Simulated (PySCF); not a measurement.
**One shape, several levels: C2H8OSi (SMILES CC[SiH2]O)**

Wanted: a comparison of 6 runs (B3LYP/cc-pVDZ, CAM-B3LYP/cc-pVDZ, M06-L/cc-pVDZ, PBE/cc-pVDZ, TPSS/cc-pVDZ, wB97X/cc-pVDZ) of C2H8OSi. Input form: a Python script.

The calculation is run with PySCF 2.14.0.

2 further runs of the same task are left out: 2 set aside as unsound or not needed. Runs told in other sessions of the task aren't counted.

## (1) The structure to begin with

C2H8OSi has 12 atoms, charge 0, and is taken as a singlet. SMILES: `CC[SiH2]O`. The C1–C2 distance was set to 2.748 Å, away from the relaxed value. At this shape a bond of the SMILES string is far longer than usual.

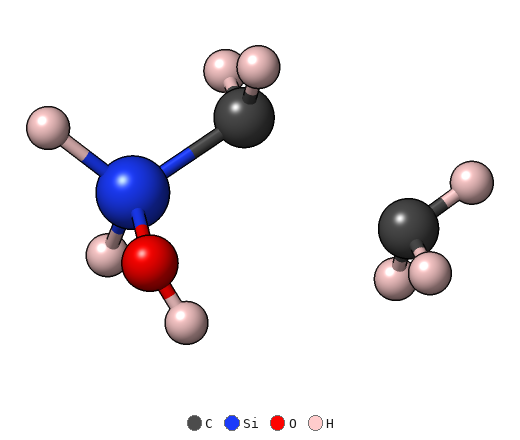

Viewed from a chosen angle; carbon dark grey, silicon blue, oxygen red, hydrogen pink.

## (2) The energy at B3LYP/cc-pVDZ (run 1)

job.py

```python
from pyscf import gto, dft

molecule = gto.M(
    atom=[
    ('C', (-2.477139, -0.091016, -0.771212)),
    ('C', (-0.193100, -0.595200, 0.670600)),
    ('Si', (1.348100, 0.138200, -0.088600)),
    ('O', (1.258000, 1.782700, -0.229600)),
    ('H', (-2.399839, -0.477216, -1.791612)),
    ('H', (-2.674239, 0.982384, -0.839512)),
    ('H', (-3.356539, -0.551216, -0.314012)),
    ('H', (-0.292100, -0.210900, 1.691700)),
    ('H', (-0.031100, -1.675800, 0.767200)),
    ('H', (1.555800, -0.473500, -1.435500)),
    ('H', (2.530600, -0.124900, 0.769100)),
    ('H', (0.748100, 2.137600, -0.957900)),
],
    verbose=3,
    basis='cc-pvdz',
    charge=0,
    max_memory=1860,
)

mf = dft.RKS(molecule, xc='b3lyp')
mf.grids.level = 5
mf.conv_tol = 1e-10
mf.kernel()
if not mf.converged:
    mf = mf.newton().run(mf.mo_coeff, mf.mo_occ)

etot = mf.e_tot
print(f'total energy: {etot:.8f} hartree')
```

Command:

```console
OMP_NUM_THREADS=1 python job.py
```

What it wrote:

```text
<dir> SyntaxWarning: invalid escape sequence '\W'
  S = {(paw_set(r)[0], bool(re.search(r"spin_orbit\W+true|paw_fr", str((r.get("files") or {}).get("input") or "")) or re.search("(?i)spin.orbit\W+(value\W+)?(true|yes)|value\W+spin-orbit", json.dumps(r.get("inputs"), default=str)))) for r in records}
converged SCF energy = -445.651664191317
total energy: -445.65166419 hartree
```

Wall time 34 s (1 thread of Arm Neoverse V1, shared host); peak memory 0.52 GiB.

## (3) The energy at CAM-B3LYP/cc-pVDZ (run 2)

calc.py

```python
from pyscf import gto, dft

mol = gto.Mole()
mol.atom = '''
C     -2.477139    -0.091016    -0.771212
C     -0.193100    -0.595200     0.670600
Si     1.348100     0.138200    -0.088600
O      1.258000     1.782700    -0.229600
H     -2.399839    -0.477216    -1.791612
H     -2.674239     0.982384    -0.839512
H     -3.356539    -0.551216    -0.314012
H     -0.292100    -0.210900     1.691700
H     -0.031100    -1.675800     0.767200
H      1.555800    -0.473500    -1.435500
H      2.530600    -0.124900     0.769100
H      0.748100     2.137600    -0.957900
'''
mol.verbose = 3
mol.spin = 0
mol.max_memory = 1860
mol.basis = 'cc-pvdz'
mol.build()

mf = dft.RKS(mol)
mf.xc = 'cam-b3lyp'
mf.grids.level = 5
mf.conv_tol = 1e-10
mf.kernel()
if not mf.converged:
    mf = mf.newton().run(mf.mo_coeff, mf.mo_occ)

energy = mf.e_tot
print(f'total energy: {energy:.8f} hartree')
```

Command:

```console
OMP_NUM_THREADS=1 python calc.py
```

What it wrote:

```text
<dir> SyntaxWarning: invalid escape sequence '\W'
  S = {(paw_set(r)[0], bool(re.search(r"spin_orbit\W+true|paw_fr", str((r.get("files") or {}).get("input") or "")) or re.search("(?i)spin.orbit\W+(value\W+)?(true|yes)|value\W+spin-orbit", json.dumps(r.get("inputs"), default=str)))) for r in records}
converged SCF energy = -445.541165854085
total energy: -445.54116585 hartree
```

Wall time 48 s (1 thread of Arm Neoverse V1, shared host); peak memory 0.52 GiB.

## (4) The energy at M06-L/cc-pVDZ (run 3)

Edit job.py of step 2 so:

```diff
@@ -2,3 +2,3 @@
 
-molecule = gto.M(
+mol = gto.M(
     atom=[
@@ -17,16 +17,16 @@
 ],
+    max_memory=1860,
+    charge=0,
     verbose=3,
     basis='cc-pvdz',
-    charge=0,
-    max_memory=1860,
 )
 
-mf = dft.RKS(molecule, xc='b3lyp')
-mf.grids.level = 5
-mf.conv_tol = 1e-10
-mf.kernel()
-if not mf.converged:
-    mf = mf.newton().run(mf.mo_coeff, mf.mo_occ)
+ks = dft.RKS(mol, xc='m06-l')
+ks.grids.level = 5
+ks.conv_tol = 1e-10
+ks.kernel()
+if not ks.converged:
+    ks = ks.newton().run(ks.mo_coeff, ks.mo_occ)
 
-etot = mf.e_tot
-print(f'total energy: {etot:.8f} hartree')
+e_final = ks.e_tot
+print(f'total energy: {e_final:.8f} hartree')
```

Command:

```console
OMP_NUM_THREADS=1 python job.py
```

What it wrote:

```text
<dir> SyntaxWarning: invalid escape sequence '\W'
  S = {(paw_set(r)[0], bool(re.search(r"spin_orbit\W+true|paw_fr", str((r.get("files") or {}).get("input") or "")) or re.search("(?i)spin.orbit\W+(value\W+)?(true|yes)|value\W+spin-orbit", json.dumps(r.get("inputs"), default=str)))) for r in records}
converged SCF energy = -445.607628817023
total energy: -445.60762882 hartree
```

Run time: 85 s. Hardware: 1 thread of Arm Neoverse V1, shared host; peak memory 0.57 GiB.

Runs 4 to 5 aren't shown in full; the table further down has their settings and results.

## (5) The energy at wB97X/cc-pVDZ (run 6)

Edit job.py of step 4 so:

```diff
@@ -17,16 +17,15 @@
 ],
-    max_memory=1860,
-    charge=0,
     verbose=3,
     basis='cc-pvdz',
+    max_memory=1860,
 )
 
-ks = dft.RKS(mol, xc='m06-l')
-ks.grids.level = 5
-ks.conv_tol = 1e-10
-ks.kernel()
-if not ks.converged:
-    ks = ks.newton().run(ks.mo_coeff, ks.mo_occ)
+calc0 = dft.RKS(mol, xc='wb97x')
+calc0.conv_tol = 1e-10
+calc0.grids.level = 5
+calc0.kernel()
+if not calc0.converged:
+    calc0 = calc0.newton().run(calc0.mo_coeff, calc0.mo_occ)
 
-e_final = ks.e_tot
-print(f'total energy: {e_final:.8f} hartree')
+etot = calc0.e_tot
+print('Final energy', etot)
```

Command:

```console
OMP_NUM_THREADS=1 python job.py
```

What it wrote:

```text
<dir> SyntaxWarning: invalid escape sequence '\W'
  S = {(paw_set(r)[0], bool(re.search(r"spin_orbit\W+true|paw_fr", str((r.get("files") or {}).get("input") or "")) or re.search("(?i)spin.orbit\W+(value\W+)?(true|yes)|value\W+spin-orbit", json.dumps(r.get("inputs"), default=str)))) for r in records}
converged SCF energy = -445.564493614534
Final energy -445.56449361453434
```

Wall time 51 s (1 thread of Arm Neoverse V1, shared host); peak memory 0.52 GiB.

## (6) Overview of the runs

```
run              level  energy (Eh)  dipole moment (D)  HOMO energy (eV)  LUMO energy (eV)  wall time
  1      B3LYP/cc-pVDZ  -445.651664               1.60             -6.75             -2.89       34 s
  2  CAM-B3LYP/cc-pVDZ  -445.541166               1.65             -8.09             -1.59       48 s
  3      M06-L/cc-pVDZ  -445.607629               1.50             -6.16             -3.47       85 s
  4        PBE/cc-pVDZ  -445.275395               1.53             -6.07             -3.57       37 s
  5       TPSS/cc-pVDZ  -445.685589               1.54             -6.10             -3.44       80 s
  6      wB97X/cc-pVDZ  -445.564494               1.70             -9.03             -0.66       51 s
```

## (7) Summary of results

```
            quantity          value
 run 6: total energy  -445.56449 Eh
run 6: dipole moment         1.70 D
  run 6: HOMO energy       -9.03 eV
  run 6: LUMO energy       -0.66 eV
run 6: HOMO–LUMO gap        8.37 eV
```

In words: The dipole moment (its size) runs from 1.50 D (M06-L/cc-pVDZ) to 1.70 D (wB97X/cc-pVDZ). The HOMO–LUMO gap runs from 2.50 eV (PBE/cc-pVDZ) to 8.37 eV (wB97X/cc-pVDZ). Totals of different functionals can't be ranked against each other. In all runs a closed-shell determinant meets a far-stretched bond; if it breaks into open shells, such a determinant describes it badly, and no broken-symmetry solution was shown. All runs together took 5.6 min, the longest 85 s.
